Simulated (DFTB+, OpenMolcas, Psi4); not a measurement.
**NH3 (ammonia): the dipole moment, rung by rung**

NH3 has 4 atoms, charge 0, and is taken as a singlet. SMILES: `N`. The coordinates come from a PBE0-D4/def2-TZVP relaxation.

Each level gives the dipole moment (D). The values are calculated.

Measured value to compare with: NIST CCCBDB gives the dipole moment of the gas as 1.47 D.

| level | kind | program | value (D) | computed − measured | CPU time |
| --- | --- | --- | --- | --- | --- |
| DFTB3-D3(BJ) | semi-empirical | DFTB+ | 1.07 | -0.40 | under 2 s |
| HF/def2-TZVPPD | Hartree–Fock | OpenMolcas | 1.60 | +0.13 | 7.1 s |
| SVWN5/def2-TZVPPD | LDA | OpenMolcas | 1.51 | +0.04 | 14 s |
| BLYP/def2-TZVPPD | GGA | OpenMolcas | 1.46 | -0.01 | 18 s |
| PBE/def2-TZVPPD | GGA | OpenMolcas | 1.46 | -0.01 | 19 s |
| M06-L/def2-TZVPPD | meta-GGA | OpenMolcas | 1.47 | 0.00 | 27 s |
| B3LYP/def2-TZVPPD | global hybrid | OpenMolcas | 1.50 | +0.03 | 21 s |
| HSE06/def2-TZVPPD | range-separated hybrid | Psi4 | 1.51 | +0.04 | 32 s |

Nearest: M06-L/def2-TZVPPD (0.00 D); farthest: DFTB3-D3(BJ) (-0.40 D). The measured dipole is a vibrational average, so differences of a few hundredths of a debye mean little. Computed less measured by kind, in D (def2-TZVPPD rows): semi-empirical -0.40; Hartree–Fock +0.13; LDA +0.04; GGA -0.01 to -0.01; meta-GGA +0.00; global hybrid +0.03; range-separated hybrid +0.04. Times are those of the runs behind each value, whatever else they computed, on shared processors of several kinds: orders of magnitude only.

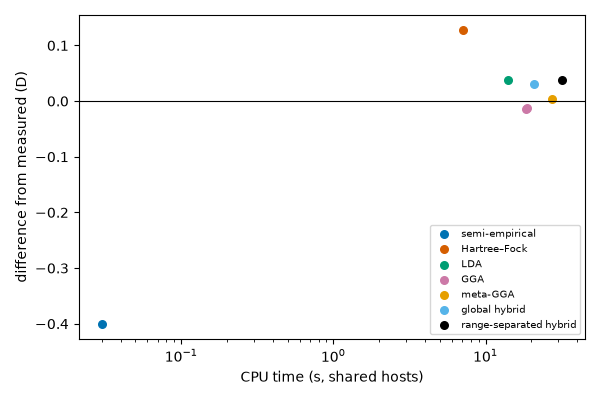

Difference from the measured value against processor time, one point a level.
